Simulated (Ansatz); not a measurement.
# TaClF4: one change and its effect

System: TaClF4, SMILES [F][Ta]([F])([F])([F])[Cl].
Method of the first run: RKS wB97M-V/def2-SVP (Ansatz 0.2.0).

The geometry comes from this level: PBE0-D4/def2-TZVP. Text and figures count atoms from 1; the logs count them from 0 in places.

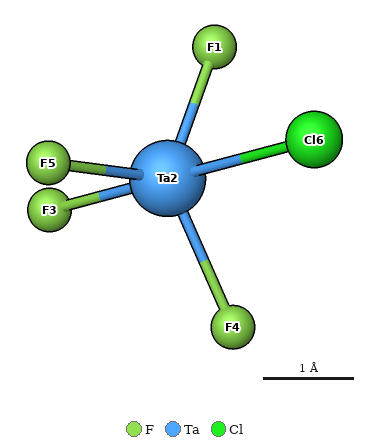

Figure 1. The structure (ball-and-stick view, seen at a tilt; atoms are numbered from 1 in the order of the input). Sticks mark near contacts.

## The input, the first run
```yaml
crystal:
  periodic: [false, false, false]
  atoms:
    - {symbol: F, position_ang: [-1.518968, -0.020448, -1.047808]}
    - {symbol: Ta, position_ang: [-0.021362, -0.043241, 0.029320]}
    - {symbol: F, position_ang: [-0.955687, -1.124002, 1.242645]}
    - {symbol: F, position_ang: [1.228615, -1.388342, -0.149531]}
    - {symbol: F, position_ang: [0.174393, 1.222533, 1.356619]}
    - {symbol: Cl, position_ang: [1.135108, 1.289300, -1.477544]}
basis:
  gaussian: {orbitals: def2-SVP}
hamiltonian: {xc: {name: wB97M-V}}
output: {orbitals: {seedname: orbitals}}
```

Hardware: 4 CPU threads, shared host.

## Output (the first run)
```
Functional definition: wB97M-V
  parameter omega = 0.3/bohr
  parameter cx = 0.15
  parameter cx01 = 1.007
  parameter cx10 = 0.259
  parameter css00 = 0.443
  parameter css04 = -1.437
  parameter css10 = -4.535
  parameter css20 = -3.390
  parameter css43 = 4.278
  parameter cos00 = 1.000
  parameter cos10 = 1.358
  parameter cos20 = 2.924
  parameter cos21 = -8.812
  parameter cos60 = -1.390
  parameter cos61 = 9.142
  parameter b = 6.0
  parameter c = 0.01
  gx(w, u) = 1 - cx + cx01*u + cx10*w
  gss(w, u) = css00 + css04*u^4 + css10*w + css20*w^2 + css43*w^4*u^3
  gos(w, u) = cos00 + cos10*w + (cos20 + cos21*u)*w^2 + (cos60 + cos61*u)*w^6
  exchange = spin_sum(e_x_unif_sr(omega)*gx(b97_w, b97_u_x)) + cx*exact_x_sr(omega) + exact_x_lr(omega)
  correlation = spin_sum(e_c_pw_mod_same_spin*gss(b97_w, b97_u_same))
      + integral(e_c_pw_mod_opposite_spin*gos(b97_w_opposite, b97_u_opposite)) + vv10(b, c)
979 factors; integrals over basis functions are off by at most 5.6e-4 eV
197 factors; integrals over basis functions are off by at most 2.1e-5 eV
mean field evaluation 1: about -24924.1303 eV, gradient 6.7e1 eV
mean field evaluation 2: about -24911.7146 eV, gradient 1.2e2 eV
mean field evaluation 4: about -24932.6676 eV, gradient 1.8e0 eV
mean field evaluation 8: about -24932.7629 eV, gradient 1.5e-1 eV
mean field evaluation 16: about -24932.7630 eV, gradient 6.9e-5 eV
mean field -24932.76296535 eV, -916.2621389427 hartree, gradient 6.8e-5 eV, S^2 0.000000; 0 other end points of the search recorded, 0 dependent functions left out
reference -24932.76304152 eV, -916.2621417422 hartree; 33, 33 occupied and 73, 73 virtual orbitals, 979 factors
Total energy: -24932.76304152 eV, -916.2621417422 hartree
```

For the second run the input was changed thus:
```diff
-  gaussian: {orbitals: def2-SVP}
+  gaussian: {orbitals: "def2-QZVPP.json"}
```

What does this change do to the results?

The total energy of the second run is 449.4 kcal/mol lower, which measures the change of basis and not a stability. The HOMO goes from −12.15 to −12.22 eV. The LUMO goes from −0.82 to −0.72 eV. The basis functions go from 106 to 379.

## Output (the second run)
```
Functional definition: wB97M-V
  parameter omega = 0.3/bohr
  parameter cx = 0.15
  parameter cx01 = 1.007
  parameter cx10 = 0.259
  parameter css00 = 0.443
  parameter css04 = -1.437
  parameter css10 = -4.535
  parameter css20 = -3.390
  parameter css43 = 4.278
  parameter cos00 = 1.000
  parameter cos10 = 1.358
  parameter cos20 = 2.924
  parameter cos21 = -8.812
  parameter cos60 = -1.390
  parameter cos61 = 9.142
  parameter b = 6.0
  parameter c = 0.01
  gx(w, u) = 1 - cx + cx01*u + cx10*w
  gss(w, u) = css00 + css04*u^4 + css10*w + css20*w^2 + css43*w^4*u^3
  gos(w, u) = cos00 + cos10*w + (cos20 + cos21*u)*w^2 + (cos60 + cos61*u)*w^6
  exchange = spin_sum(e_x_unif_sr(omega)*gx(b97_w, b97_u_x)) + cx*exact_x_sr(omega) + exact_x_lr(omega)
  correlation = spin_sum(e_c_pw_mod_same_spin*gss(b97_w, b97_u_same))
      + integral(e_c_pw_mod_opposite_spin*gos(b97_w_opposite, b97_u_opposite)) + vv10(b, c)
1511 factors; their error is unknown
247 factors; integrals over basis functions are off by at most 4.6e-5 eV
mean field evaluation 1: about -24943.3424 eV, gradient 7.4e1 eV
mean field evaluation 2: about -24929.2757 eV, gradient 1.3e2 eV
mean field evaluation 4: about -24952.2251 eV, gradient 2.1e0 eV
mean field evaluation 8: about -24952.2502 eV, gradient 2.3e-1 eV
mean field evaluation 16: about -24952.2502 eV, gradient 3.5e-5 eV
mean field -24952.25022899 eV, -916.9782826727 hartree, gradient 3.5e-5 eV, S^2 0.000000; 0 other end points of the search recorded, 0 dependent functions left out
reference -24952.25028162 eV, -916.9782846067 hartree; 33, 33 occupied and 346, 346 virtual orbitals, 1511 factors
Total energy: -24952.25028162 eV, -916.9782846067 hartree
```

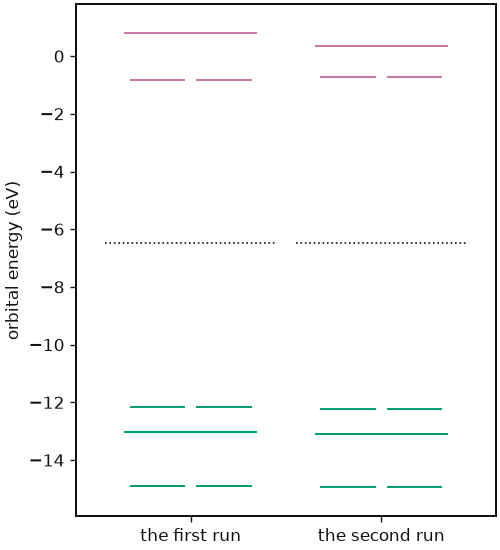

Figure 2. The five highest filled and three lowest empty orbital energies of the two runs; the dotted lines part filled from empty levels. The HOMO–LUMO gap is 11.33 eV in the first run and 11.51 eV in the second run.

## The two runs side by side

| quantity | the first run | the second run |
| --- | --- | --- |
| outcome | converged | converged |
| total energy (hartree) | −916.262142 | −916.978285 |
| HOMO (eV) | −12.15 | −12.22 |
| LUMO (eV) | −0.82 | −0.72 |
| basis functions | 106 | 379 |
| wall time (shared host) | 3.1 s | 8.5 s |
